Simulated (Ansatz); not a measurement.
## What NaVS3 in P4mm, a phase reached by a soft mode distorts into

Wanted: the energy along a soft mode of NaVS3 in P4mm, a phase reached by a soft mode and the structure at the end.

Program: Ansatz 0.2.0. Level of theory: DFT PBEsol, scalar-relativistic, plane waves, PAW; PAW set soft_1. Results are calculated unless marked as measured.

The structure was built from a prototype and need not be the compound's stable phase.

## 1. Set-up

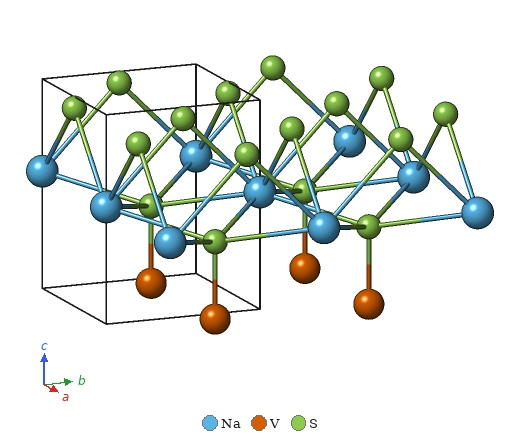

The cell as given, slightly off an axis (sodium blue, vanadium orange, sulfur green). 2×2×1 cells are drawn. Some periodic images of atoms are drawn too.

## 2. Zone-centre response

This phase was reached earlier by freezing in an unstable mode of a structure of higher symmetry and relaxing. Its zone-centre modes can show that it is still unstable.

The input, input.yaml:

```yaml
crystal:
  lattice:
    - [4.332306063, 0.0, 0.0]
    - [0.0, 4.332306063, 0.0]
    - [0.0, 0.0, 5.603351591]
  atoms:
    - { symbol: Na, position: [0.0, 0.0, 0.5595514499] }
    - { symbol: V, position: [0.5, 0.5, 0.0738971377] }
    - { symbol: S, position: [0.5, 0.5, 0.4434739098] }
    - { symbol: S, position: [0.5, 0.0, 0.9458118255] }
    - { symbol: S, position: [0.0, 0.5, 0.9458118255] }
kpoints:
  mp_grid: { grid: [8, 8, 6] }
hamiltonian:
  xc: pbesol
  pseudopotentials: { kind: paw, azcp: { folder: soft_1 }, xc_functional: pbe }
scf:
  occupations: { method: methfessel_paxton, width: 0.2 }
output:
  eigenvalues: true
phonons:
  method: dfpt
```

Run with:

```
$ ansatz run input.yaml --threads 8 --pin off --max-ram 16384MiB --backend cpu --events-out ev --progress --plain --runs-dir out
```

Numbers of over 12 decimals in the logs are rounded to 6 here.

Log:

```text
zone centre: on kpoints.mp_grid the ground state, and the responses unless they are solved on pairs of k-points, stand on 100 of the mesh's 384 k-points, reduced under 4 symmetry operations, with k and −k counted as one. Each operation leaves every solved displacement unchanged or reverses it
Engine: ansatz 0.2.0, aarch64-unknown-linux-gnu
Pseudopotentials: kind: paw
Pseudopotential: Na, paw, valence charge 9, recommended cutoff 420 eV (normal), soft_1/Na.paw.azcp
Pseudopotential: V, paw, valence charge 13, recommended cutoff 420 eV (normal), soft_1/V.paw.azcp
Pseudopotential: S, paw, valence charge 6, recommended cutoff 420 eV (normal), soft_1/S.paw.azcp
Functional definition: PBEsol
  exchange = pbesol_x
  correlation = pbesol_c
Crystal: 5 atoms, lattice volume = 105.169 Å³
Basis set: ecut = 420 eV, 2059 PW (Γ), exchange–correlation on 60×60×80 points (8 copies of the dense FFT grid, shifted against one another)
Bands: 25, of which v1, the nominal top of the filled ones, is band 20 counted from 1 (19 counted from 0)
Symmetry: 8 space group operations
k-points: 100 of 384 (irreducible under 4 space group operations, time reversal used)
Non-local potential: Na, projectors of the file, l = 0: 3, l = 1: 2, l = 2: 1
Non-local potential: V, projectors of the file, l = 0: 3, l = 1: 2, l = 2: 3, l = 3: 1
Non-local potential: S, projectors of the file, l = 0: 2, l = 1: 2, l = 2: 1
PAW form: soft (Blöchl's): semilocal exchange-correlation on the pseudo side does not see the compensation charge
PAW frozen core: Na, regenerated for the run's functional, and the local potential with it (the file was generated under x = pbe(κ = 0.804, μ = 0.219515), c = pbe(β = 0.066725))
PAW frozen core: V, regenerated for the run's functional, and the local potential with it (the file was generated under x = pbe(κ = 0.804, μ = 0.219515), c = pbe(β = 0.066725))
PAW frozen core: S, regenerated for the run's functional, and the local potential with it (the file was generated under x = pbe(κ = 0.804, μ = 0.219515), c = pbe(β = 0.066725))
PAW one-centre angular grid: Na, 110 points (default); XC on 64 Gauss nodes
PAW one-centre angular grid: V, 590 points (default); XC on 64 Gauss nodes
PAW one-centre angular grid: S, 110 points (default); XC on 64 Gauss nodes
Initial density: superposition of atomic densities (chi_scale 0.1, normalization cell, long waves kept (reshape's long-wave potential 0.02 eV rms))
Initial wavefunctions: pseudopotential atomic-orbital guess
Functional: x = pbesol(κ = 0.804, μ = 0.123457), c = pbesol(β = 0.046)
SCF iter   1: F=—  HF=-7021.470764 eV  |F-HF|=—  |Δ(HF+E_count)|=         —  Δρ=1.13e-1  dr2=2.33e1  ethr=3.10e-3  ⟨swp⟩=6.2  Hψ=11664  notcnv=0
preconditioner: auto → Kerker (q_TF=auto, 2.322 Å⁻¹)  [metal: Δε(μ)=0.012 eV  Ē_g=6.427 eV  σ=0.200 eV  W_gap=0.05  n_scr=20 (ndim 8)  ℏωp=17.7 eV  f_vac=0.000  D(μ)=7.07/eV (n_scr^D=82)]
SCF iter   2: F=—  HF=-7020.000046 eV  |F-HF|=—  |Δ(HF+E_count)|=    1.47e0  S|Δr|=    0.00e0  Δρ=5.41e-2  dr2=5.96e0  ethr=3.10e-3  ⟨swp⟩=2.3  Hψ=5341  notcnv=0
SCF iter   3: F=—  HF=-7019.456438 eV  |F-HF|=—  |Δ(HF+E_count)|=   5.44e-1  S|Δr|=    0.00e0  Δρ=9.25e-3  dr2=1.62e-1  ethr=3.10e-3  ⟨swp⟩=2.4  Hψ=3795  notcnv=0
SCF iter   4: F=—  HF=-7019.449251 eV  |F-HF|=—  |Δ(HF+E_count)|=   7.19e-3  S|Δr|=    0.00e0  Δρ=2.31e-3  dr2=7.64e-3  ethr=4.05e-4  ⟨swp⟩=1.1  Hψ=3178  notcnv=0
SCF iter   5: F=—  HF=-7019.452507 eV  |F-HF|=—  |Δ(HF+E_count)|=   3.26e-3  S|Δr|=    0.00e0  Δρ=8.34e-4  dr2=1.43e-3  ethr=1.91e-5  ⟨swp⟩=2.4  Hψ=3813  notcnv=0
SCF iter   6: F=—  HF=-7019.453208 eV  |F-HF|=—  |Δ(HF+E_count)|=   7.01e-4  S|Δr|=    0.00e0  Δρ=3.28e-4  dr2=2.83e-4  ethr=3.59e-6  ⟨swp⟩=2.4  Hψ=3465  notcnv=0
SCF iter   7: F=—  HF=-7019.453340 eV  |F-HF|=—  |Δ(HF+E_count)|=   1.31e-4  S|Δr|=    0.00e0  Δρ=1.39e-4  dr2=5.26e-5  ethr=7.08e-7  ⟨swp⟩=2.1  Hψ=3394  notcnv=0
SCF iter   8: F=—  HF=-7019.453347 eV  |F-HF|=—  |Δ(HF+E_count)|=   6.81e-6  S|Δr|=    0.00e0  Δρ=6.59e-5  dr2=9.42e-6  ethr=1.32e-7  ⟨swp⟩=2.2  Hψ=3639  notcnv=0
SCF iter   9: F=—  HF=-7019.453351 eV  |F-HF|=—  |Δ(HF+E_count)|=   3.88e-6  S|Δr|=    0.00e0  Δρ=2.99e-5  dr2=1.52e-6  ethr=2.35e-8  ⟨swp⟩=2.1  Hψ=3522  notcnv=0
SCF iter  10: F=—  HF=-7019.453354 eV  |F-HF|=—  |Δ(HF+E_count)|=   3.43e-6  S|Δr|=    0.00e0  Δρ=6.24e-6  dr2=6.43e-8  ethr=3.81e-9  ⟨swp⟩=2.7  Hψ=3864  notcnv=0
SCF iter  11: F=—  HF=-7019.453354 eV  |F-HF|=—  |Δ(HF+E_count)|=   7.09e-9  S|Δr|=    0.00e0  Δρ=2.25e-6  dr2=1.08e-8  ethr=1.61e-10  ⟨swp⟩=2.2  Hψ=4191  notcnv=0
SCF iter  12: F=—  HF=-7019.453354 eV  |F-HF|=—  |Δ(HF+E_count)|=  5.18e-11  S|Δr|=    0.00e0  Δρ=1.09e-6  dr2=2.56e-9  ethr=2.69e-11  ⟨swp⟩=2.3  Hψ=4270  notcnv=0
SCF iter  13: F=—  HF=-7019.453354 eV  |F-HF|=—  |Δ(HF+E_count)|=  5.57e-10  S|Δr|=    0.00e0  Δρ=3.22e-7  dr2=2.87e-10  ethr=6.41e-12  ⟨swp⟩=2.2  Hψ=3739  notcnv=0
SCF iter  14: F=—  HF=-7019.453354 eV  |F-HF|=—  |Δ(HF+E_count)|=  3.73e-11  S|Δr|=    0.00e0  Δρ=1.42e-7  dr2=3.66e-11  ethr=1.00e-12  ⟨swp⟩=2.7  Hψ=4495  notcnv=0
SCF iter  15: F=-7019.453354 eV  HF=-7019.453354 eV  |F-HF|=9.09e-13  |Δ(HF+E_count)|=  7.28e-12  S|Δr|=    0.00e0  Δρ=6.60e-8  dr2=4.83e-12  ethr=1.00e-12  ⟨swp⟩=6.7  Hψ=11950  notcnv=0
SCF 1 converged in 15 iterations: F = -7019.453354 eV  dr2 = 4.83e-12
  greatest PAW one-centre occupation: 1.000 electrons in one spin orbital (limit 2), on the V atom at site 1 (counted from 0), in its partial waves of l = 0
DFPT response loops at Γ: preconditioner auto → Kerker (q_TF=auto, 2.322 Å⁻¹) (partly filled bands, converged f_vac=0.035); β = 1.00, the filter's whole step (`scf.mixing.beta` (0.50) is not read by the response loops under this deck's `scf.mixing.preconditioner`; to damp them name `kerker` or `kerker_dos`, under which they read `scf.mixing.beta`, and type it under 1.00, their step now; both keys bind the ground state too); Broyden in place of MSR1
SCF converged after 15 iterations
Stability not checked: this state was not tested for a lower state beside it, because cold or Methfessel-Paxton smearing, or corrected tetrahedra, fill the levels in a way that the test cannot read (fill_not_monotonic; see scf.lower_state_search)
Free energy (F): -7019.453354 eV
Harris-Foulkes:  -7019.453354 eV  (|F-HF|=9.09e-13)
Internal energy: -7019.463300 eV  (E = F + TS)
E sigma→0 (E₀):  -7019.455841 eV
Entropy (-TS):   0.009946 eV (1.989 meV/atom)
Fermi energy:    5.979946 eV
--- Per-component energies (eV) ---
  E_band       = -503.919951
  E_kinetic    = 724.455766
  E_local      = -3668.653469  (includes V_loc(G=0)·N_el)
  E_nonlocal   = 464.946026
  E_hartree    = 1375.869739
  E_xc         = -413.702068
  E_vxc        = -438.582401  (∫ρ·V_xc dr)
  E_paw        = -3158.769088  (= ΣΔE_a)
  E_vpaw       = -337.826329  (= ΣTr[D̂ρ^β])
  E_aug_tail   = 0.000977  (compensation charges beyond the density's cutoff)
  E_ewald      = -2344.001405
  E_core_change = 0.390221  (= ΣΔE_core)
  E_smearing   = 0.009946  (= −TS)
  E_closure    = -0.000000  (closes the sum)
  Σ components = -7019.453354   (vs F -7019.453354, Δ=0.00e0)
--- Band table (eV; the first three rows and the last of 100) ---
  k-point 0: bands = [... 16 lower, 3.2524, 3.6964, 5.1321, 5.3795, 5.3795, 7.5884, 7.5884, 7.7927, ... 1 higher]
  k-point 1: bands = [... 16 lower, 3.2666, 3.6650, 5.1337, 5.3830, 5.3830, 7.5528, 7.5528, 7.7894, ... 1 higher]
  k-point 2: bands = [... 16 lower, 3.2948, 3.6038, 5.1369, 5.3897, 5.3897, 7.4840, 7.4840, 7.9383, ... 1 higher]
  k-point 99: bands = [... 16 lower, 2.4541, 4.9464, 4.9464, 6.0572, 6.0572, 6.4192, 6.9664, 7.2803, ... 1 higher]
--- Phonons (Γ-DFPT): 9 representative perturbations + reference, on 100 of 384 k-points (Σ response iterations 27) ---
  k mesh reduced under 4 symmetry operations, with k and −k counted as one. Each operation leaves every solved displacement unchanged or reverses it
  ASR residual: 1.403e-4 → 0.000e0 eV/Å²; symmetrization residual: 4.983e-6 eV/Å²
  ASR residual per site (eV/Å²): 1.40e-4 1.65e-5 1.41e-5 1.26e-5 1.26e-5
  Γ frequencies (cm⁻¹): -119.96 -119.96 0.00 0.00 0.00 86.48 87.71 87.71 122.19 145.43 145.43 216.85 374.15 374.15 521.86
  non-analytic LO–TO correction: not included (Born effective charges unavailable; polar crystals: no LO–TO splitting at Γ)
```

Run time: 30 s. Hardware: 8 threads of Arm Neoverse V2, shared host; peak memory 1.2 GiB; 3.7 min of CPU time.

Numbers from this step:

| Property | Result |
| --- | --- |
| volume per atom | 21.03 Å³ |
| gap on the k-mesh | 0 eV |
| sum-rule residual before enforcement | 1.40e-4 eV/Å² |
| point group | 4mm |
| highest optical mode at the zone centre (no LO-TO term) | 521.9 cm⁻¹ |
| lowest optical zone-centre mode | -120.0 cm⁻¹ |

Patterns of degenerate modes are one choice out of their space. Modes at Γ, with each element's share of the kinetic energy (negative means imaginary):

```csv
mode,frequency (cm⁻¹),symmetry,Na %,V %,S %
1,-120.0,E,1,27,72
2,-120.0,E,1,27,72
3,0.0,acoustic,14,30,57
4,0.0,acoustic,14,30,57
5,0.0,acoustic,14,30,57
6,86.5,A1,86,4,9
7,87.7,E,78,9,12
8,87.7,E,78,9,12
9,122.2,B1,0,0,100
10,145.4,E,8,15,77
11,145.4,E,8,15,77
12,216.8,A1,0,25,75
13,374.1,E,0,19,81
14,374.1,E,0,19,81
15,521.9,A1,0,40,59
```

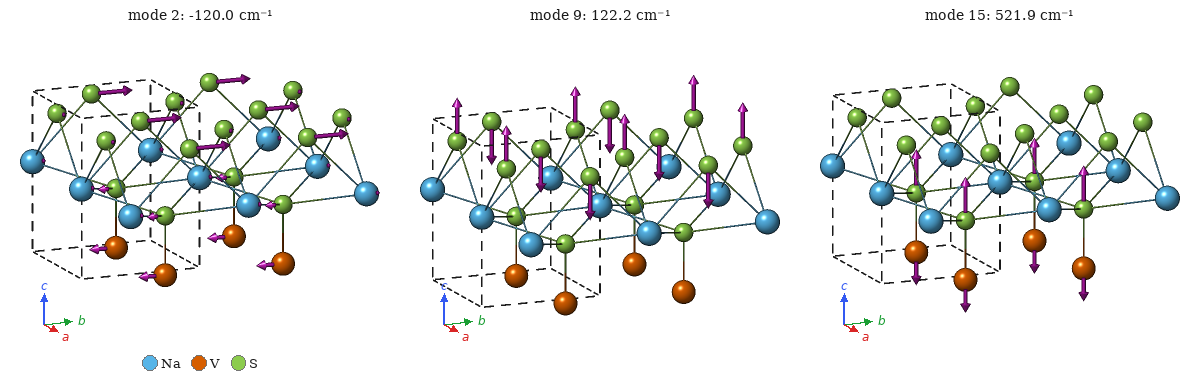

Displacement patterns of modes 2, 9 and 15 at Γ; arrows are exaggerated. 2×2×1 cells are drawn. Some periodic images of atoms are drawn too.

Before it was imposed, the acoustic sum rule was missed by 1.4e-4 eV/Å². Small misses are needed for a sound result but don't prove that mesh and cutoff are converged. The lowest optical mode is imaginary, 120.0i cm⁻¹, so the energy falls along it.

## 3. The mode frozen in, largest atomic shift 0 Å

The mode followed lies at Γ with frequency 120.0i cm⁻¹ and is 2-fold degenerate, the softest among the wavevectors solved. At small amplitude the distorted cell has space group no. 8 by a symmetry search on the positions. The undistorted cell that holds it gives the zero of energy on the same k mesh.

Changes to input.yaml since step 2:

```diff
@@ -19,4 +19,4 @@
 output:
+  forces: true
+  stress: true
   eigenvalues: true
-phonons:
-  method: dfpt
```

Log:

```text
[...]
Crystal: 5 atoms, lattice volume = 105.169 Å³
Basis set: ecut = 420 eV, 2059 PW (Γ), exchange–correlation on 60×60×80 points (8 copies of the dense FFT grid, shifted against one another)
Bands: 25, of which v1, the nominal top of the filled ones, is band 20 counted from 1 (19 counted from 0)
Symmetry: 8 space group operations
[...]
k-points: 60 of 384 (time reversal used)
[...]
k-point 0: bands = [... 16 lower, 3.2523, 3.6964, 5.1319, 5.3794, 5.3794, 7.5883, 7.5883, 7.7927, ... 1 higher]
  k-point 1: bands = [... 16 lower, 3.2665, 3.6649, 5.1335, 5.3829, 5.3829, 7.5527, 7.5527, 7.7893, ... 1 higher]
  k-point 2: bands = [... 16 lower, 3.2947, 3.6037, 5.1367, 5.3897, 5.3897, 7.4839, 7.4839, 7.9382, ... 1 higher]
  k-point 59: bands = [... 16 lower, 2.4540, 4.9463, 4.9463, 6.0571, 6.0571, 6.4191, 6.9664, 7.2802, ... 1 higher]
[key lines of the parts left out:]
SCF converged after 10 iterations
Free energy (F): -7019.453354 eV
Fermi energy:    5.979831 eV
P = ⅓ Tr σ = -0.0050 GPa (-0.050 kbar)
```

It took 2 s on 8 threads; peak memory 0.47 GiB.

Numbers from this step:

```yaml
pressure: -0.004953 GPa
energy_from_the_undistorted_cell: 0 meV/atom
```

The run ends at a pressure of 0.00 GPa, with forces up to 7.9e-4 eV/Å.

## 4. The mode frozen in, largest atomic shift 0.22 Å

The atoms are moved along the unstable eigenvector, the largest shift by 0.22 Å, with the cell fixed.

input.yaml, the sections that differ from step 3:

```yaml
crystal:
  lattice:
    - [4.332306063, 0.0, 0.0]
    - [0.0, 4.332306063, 0.0]
    - [0.0, 0.0, 5.603351591]
  atoms:
    - { symbol: Na, position: [0.0052479195, 0.0052479195, 0.5595514499] }
    - { symbol: V, position: [0.4742736142, 0.4742736142, 0.0738971377] }
    - { symbol: S, position: [0.4843768871, 0.4843768871, 0.4434739098] }
    - { symbol: S, position: [0.5507420419, 0.0019956133, 0.9458118255] }
    - { symbol: S, position: [0.0019956133, 0.5507420419, 0.9458118255] }
# kpoints, hamiltonian, scf, output: as in step 3
```

Log:

```text
[...]
Crystal: 5 atoms, lattice volume = 105.169 Å³
Basis set: ecut = 420 eV, 2059 PW (Γ), exchange–correlation on 60×60×80 points (8 copies of the dense FFT grid, shifted against one another)
Bands: 25, of which v1, the nominal top of the filled ones, is band 20 counted from 1 (19 counted from 0)
Symmetry: 2 space group operations
[...]
k-points: 114 of 384 (time reversal used)
[...]
k-point 0: bands = [... 16 lower, 3.3338, 3.7344, 4.3775, 5.2742, 5.8482, 7.6230, 7.7529, 7.9591, ... 1 higher]
  k-point 1: bands = [... 16 lower, 3.3330, 3.7107, 4.3783, 5.2960, 5.8839, 7.6179, 7.6791, 7.9075, ... 1 higher]
  k-point 2: bands = [... 16 lower, 3.3315, 3.6676, 4.3800, 5.3388, 5.9608, 7.5532, 7.6349, 7.9907, ... 1 higher]
  k-point 113: bands = [... 16 lower, 2.7260, 4.5523, 5.0105, 6.0781, 6.1149, 6.5797, 6.9394, 7.3959, ... 1 higher]
[key lines of the parts left out:]
SCF converged after 10 iterations
Free energy (F): -7019.488911 eV
Fermi energy:    6.000817 eV
P = ⅓ Tr σ = -0.0668 GPa (-0.668 kbar)
```

It took 3.8 s on 8 threads; peak memory 0.55 GiB; 28 s of CPU time.

This step gave:

* pressure: -0.06680 GPa
* energy from the undistorted cell: -6.602 meV/atom

The energy, extrapolated to zero smearing, is -6.60 meV/atom against the undistorted cell.

The run ends at a pressure of -0.07 GPa, with forces up to 0.35 eV/Å.

## 5. Energy along the mode, all amplitudes (two of the runs are shown above)

An imaginary frequency means negative curvature, so the energy should fall and then rise again as anharmonic terms take over.

Numbers from this step:

- depth at the lowest point sampled: 6.602 meV/atom
- largest atomic shift at that point: 0.22 Å

Table of energy from the parent by largest atomic shift:

| largest atomic shift (Å) | energy from the parent (meV/atom) |
| --- | --- |
| 0.000 | 0 |
| 0.040 | -0.73 |
| 0.080 | -2.67 |
| 0.140 | -6.17 |
| 0.220 | -6.60 |
| 0.320 | 14.5 |

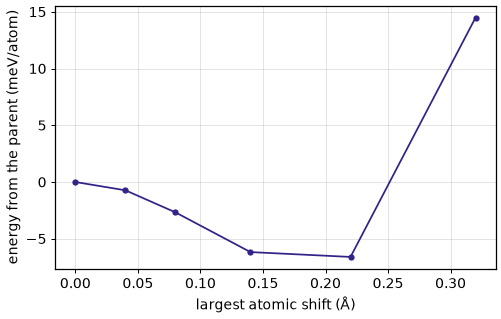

Energy from the parent, plotted against largest atomic shift.

Displacement at unit largest shift by atom:

```
atom   x (Å)   y (Å)  z (Å)   size
 Na1   0.103   0.103  0.000  0.146
  V2  -0.507  -0.507  0.000  0.717
  S3  -0.308  -0.308  0.000  0.436
  S4   0.999   0.039  0.000  1.000
  S5   0.039   0.999  0.000  1.000
```

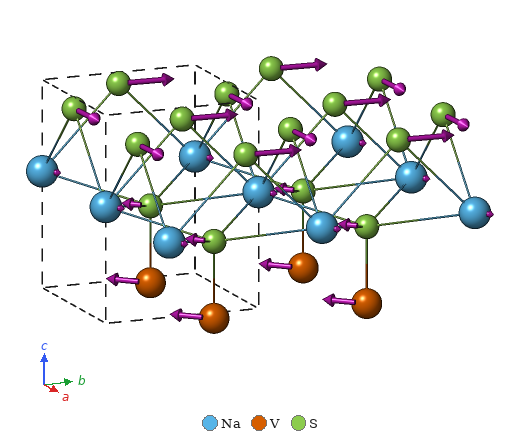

Displacement at unit largest shift as arrows, the longest 1.000 Å. 2×2×1 cells are drawn. Some periodic images of atoms are drawn too.

The lowest of the steps tried is at 0.22 Å, 6.60 meV/atom below the parent; the bottom of the well need not coincide with a step.

[end of part 1 of 2]

[Logs are printed without paths, hosts, clocks, repeated set-up lines and the standing remarks that a program may print on its own settings, such as how far it seeks lower states.]

[Hosts, paths, dates, database ids (printed as entryN), source tags and the programs' standing remarks are cut or masked in the printed files.]
